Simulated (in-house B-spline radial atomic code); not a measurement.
# Ge¹⁴⁺: a scan of exact exchange under G0W0

Question: is there a share of exact exchange at which G0W0 leaves the highest level of Ge¹⁴⁺ where the start put it?

Program: an in-house B-spline radial atomic code, version 1. Level of theory: RPA, second order, AC-SOSEX and G0W0 (contour deformation) on a scalar-relativistic mean field, all electrons; no spin-orbit coupling, Breit or QED terms, no two-electron picture change. These are calculated values, not measurements, unless marked.

## (1) The system

* element: germanium (Z = 32)
* charge: +14
* electrons: 18
* configuration: [Ne] 3s2 3p6
* Hamiltonian: scalar-relativistic (spin-free one-electron X2C), finite nucleus
* shares of exact exchange: 0.00, 0.10, 0.20, 0.30, 0.40, 0.50, 0.60, 0.70, 0.80, 0.90, 1.00

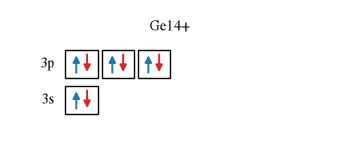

Outer shells as boxes.

## (2) Run with 0 % exact exchange

Input settings:

```ini
Z = 32
electrons = 18.0
configuration = [Ne] 3s2 3p6
hamiltonian = x2c
method = pbeh
lmax = 9
exact_exchange_fraction = 0.0
rms_radius = 4.0742
spin_polarised = False
box_radius = 5.25
intervals = 65
```

On the command line:

```console
$ python run_gw.py task.json out
```

The settings of every run stand in task.json; they run in order.

The runs that follow: Run with 10 % exact exchange; Run with 20 % exact exchange; Run with 30 % exact exchange; Run with 40 % exact exchange; Run with 50 % exact exchange; Run with 60 % exact exchange; Run with 70 % exact exchange; Run with 80 % exact exchange; Run with 90 % exact exchange; Run with 100 % exact exchange.

**Question.** What will these runs give? Wanted: highest level, mean field; highest level, G0W0; RPA correlation energy; RPA+SOSEX.

The runs gave:

| quantity | value |
| --- | --- |
| highest level, mean field (range over the runs) | -531.70 to -510.52 eV |
| highest level, G0W0 (range over the runs) | -530.81 to -530.36 eV |
| RPA correlation energy | -1.391 to -1.251 hartree |
| RPA+SOSEX | -0.9131 to -0.8219 hartree |
| semi-empirical ionisation energy (3p shell) | 527.90 ± 2 eV (NIST Atomic Spectra Database, ionization energies) |
| G0W0 removal energy less that value | +2.46 to +2.91 eV |

What this shows: G0W0 turns a spread of 21.2 eV among the starts into one of 0.45 eV, 2.1 % of it. Without exact exchange the level is bound too weakly, and G0W0 lowers it by 20 eV. The correction changes sign near 96 % exact exchange, where the start's level already equals its G0W0 level. The RPA energy is largest in size at 0 % exact exchange and smallest at 100 % exact exchange, 10 % apart; over the runs it loosely follows the gap of the start, as smaller excitation energies give more correlation. The semi-empirical ionisation energy is 527.90 ± 2 eV. G0W0 is off by about +2.73 eV (+0.52 %) in every run shown, whatever the start. Without spin-orbit coupling the level is the average over j, while the tabulated threshold takes the electron from j = 3/2, which is bound less; that pushes the computed values up by a part of the shell's splitting.
